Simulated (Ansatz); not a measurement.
H₂NOSi (SMILES [NH2+]=[Si]=O) (charge +1)

The calculation's input:

```
crystal:
  periodic: [false, false, false]
  atoms:
    - {symbol: "N", position_ang: [-1.357461, 1.314520, 1.580270]}
    - {symbol: O, position_ang: [0.701212, 0.243045, 3.754491]}
    - {symbol: Si, position_ang: [-0.287284, 0.757643, 2.710419]}
    - {symbol: H, position_ang: [-2.269952, 1.729989, 1.830607]}
    - {symbol: H, position_ang: [-1.169409, 1.276210, 0.564841]}
basis:
  gaussian: {orbitals: def2-TZVPD}
total_charge: 1
hamiltonian: {xc: {name: PBE0}}
output: {forces: true, orbitals: {seedname: orbitals}}
```

Launched as:

```sh
ansatz run input.yaml --threads 1 --pin off --max-ram 2610MiB --events-out events.jsonl --progress --plain --runs-dir runs
```

Geometry: BLYP-D3(BJ)/def2-SVP.

The calculation used Ansatz, isolated molecule in a Gaussian basis; Kohn-Sham density functional theory, functional PBE0.

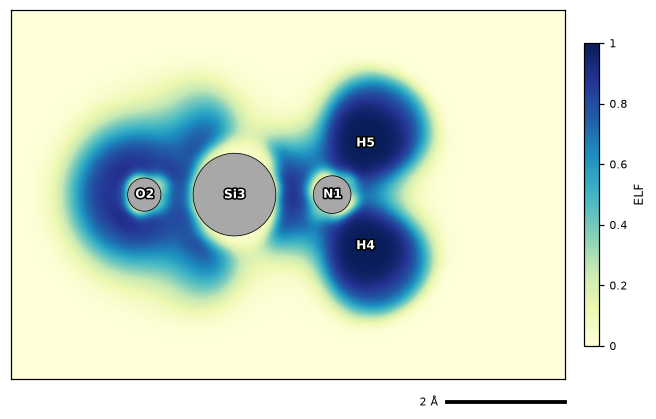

Figure 1. Electron localisation function on the molecular plane. Grey discs cover the atomic cores.

Read the bonding off the picture.

Answer.
- The plane passes through N, O, Si and H nuclei.
- Si–O (1.53 Å): the ELF peaks at about 0.75 in the valence shell of O, 0.6 Å from its nucleus, and is about 0.50 at the midpoint.
- Si–N (1.65 Å): the ELF peaks at about 0.85 between the atoms: a short, strongly polar bond.
- N–H (1.03 Å): the ELF climbs to about 1 towards the hydrogen, as it does in any bond to H: an ordinary covalent bond to hydrogen.
- The ELF also peaks beside O2, away from the bonds: lone-pair regions.

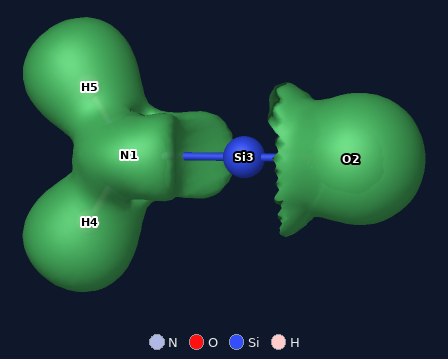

Figure 2. Isosurface of the ELF at 0.75 (green), seen at an oblique angle. Only the valence region is drawn (cores and ρ < 0.01 e/Å³ removed).

Describe the localisation domains.

Answer. The surface consists of one region wrapped around O (its lone pairs, merged into a ring or cap) and one joined region spread over several atoms (H, N, Si), in which their bonds and any lone pairs are merged.

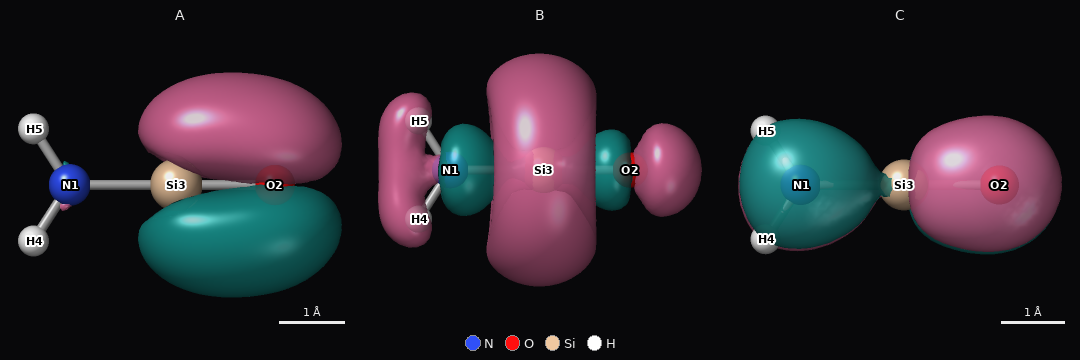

Figure 3. Three frontier orbitals at ±0.08 Å⁻³ᐟ² (teal and pink are the two phases), in no order.

Which picture is the HOMO−1, the HOMO and the LUMO?

Answer. A is the HOMO−1 (−16.18 eV). Its weight (Hirshfeld) is mainly on O2 (about 75 %) and Si3 (about 25 %); it is symmetric in the molecular plane (an in-plane orbital: σ, lone-pair or in-plane π type). C is the HOMO (−15.78 eV). It lies mainly on O2 (about 55 %), N1 (about 25 %) and Si3 (about 15 %); it changes sign across the molecular plane (π type); π-antibonding (a node) across N1–Si3. B is the LUMO (−9.71 eV). It lies mainly on Si3 (about 60 %), O2 (about 20 %) and N1 (about 15 %); it is symmetric in the molecular plane (an in-plane orbital: σ, lone-pair or in-plane π type).

What is the HOMO–LUMO gap?

Answer. 6.07 eV between the orbital energies.

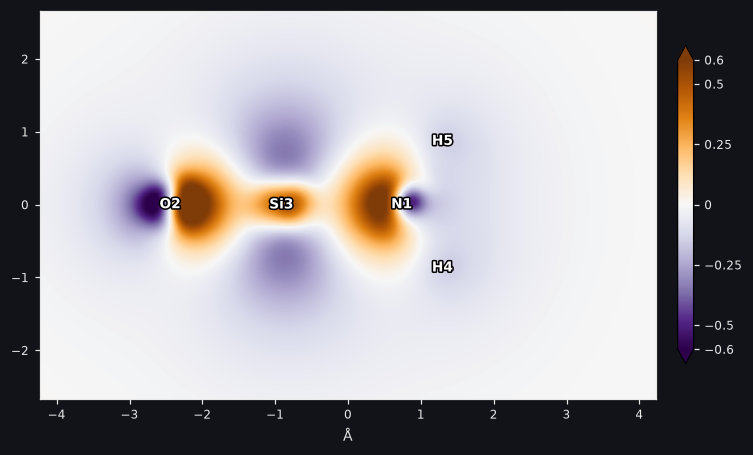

Figure 4. One frontier orbital on the molecular plane (values in Å⁻³ᐟ²; the overall sign is arbitrary).

Which orbital is it: HOMO or LUMO?

Answer. The LUMO, at −9.71 eV. By Hirshfeld shares it lies mainly on Si3 (about 60 %), O2 (about 20 %) and N1 (about 15 %); it is symmetric in the molecular plane (an in-plane orbital: σ, lone-pair or in-plane π type).
